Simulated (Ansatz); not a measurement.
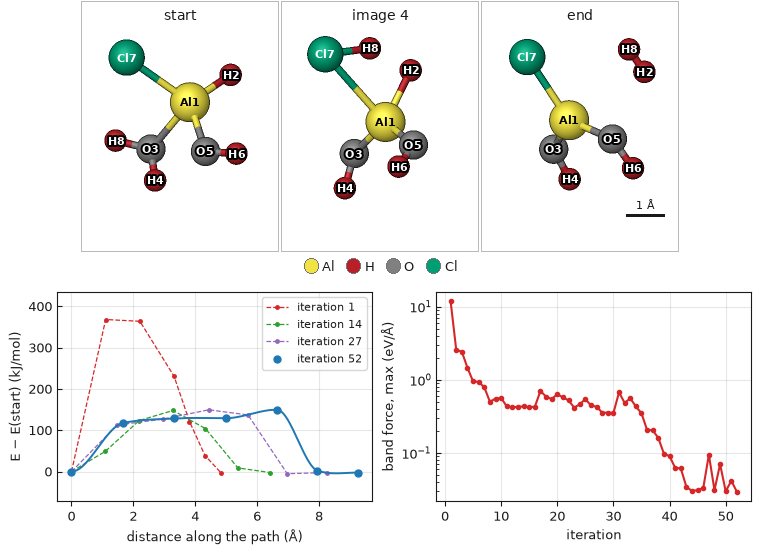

A search for the minimum-energy path of AlH4O2Cl by the nudged elastic band. Images are numbered from 0 (start) to 6 (end). The plot follows the band through its iterations. Style: ball-and-stick. Shown at a tilt.

The calculation used RKS r2SCAN/def2-mTZVP (Ansatz). Run with 5 movable images; climbing image; force threshold 0.03 eV/Å; iteration limit 60; starting path through a guess of the saddle point.

**Did the band converge, and can the barrier be trusted?**

The result is final at these settings. The band converged in 52 iterations. The largest component of the band force went from 12 to 0.029 eV/Å. The climbing image converged on the top of the path. Its vibrational analysis gives one imaginary mode (370i cm⁻¹), as a transition state must have. The first iteration put the highest image at 368.1 kJ/mol. The highest point, image 4, lies 149.7 kJ/mol above the start and 151.9 kJ/mol above the end; the end is at −2.2 kJ/mol relative to the start.

Cost: 6.7 min on 4 threads of Arm Neoverse V2, on a shared host, peak memory 0.17 GiB.
